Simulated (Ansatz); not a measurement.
Where the default PAW files enter, the runs use the earlier of Ansatz's two default sets.

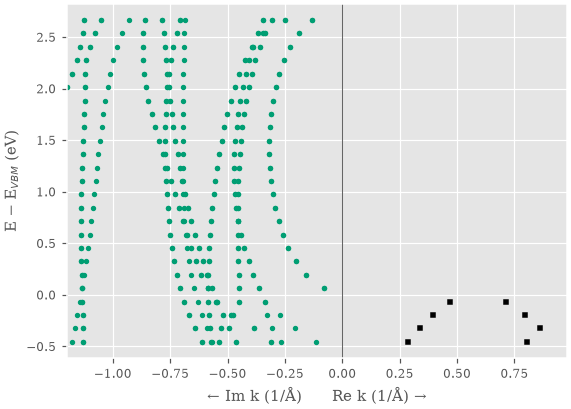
Figure: Complex bands at the centre of the two-dimensional zone; r2SCAN (Ansatz, a first-principles code)

No gap correction and no spin-orbit coupling; mid-gap values are interpolated between computed energies.

### Question
This is VBiO$_{4}$ (I4_1/a, 12 atoms a cell, 12.8 Å³ an atom, -2 GPa at this level) along the normal of (001). Read off the slowest decay at the centre of the two-dimensional zone at 1.24 eV, the computed energy nearest the middle of the gap.

### Answer
κ ≈ 0.32 1/Å, a decay length 1/(2κ) of the density of 1.6 Å.
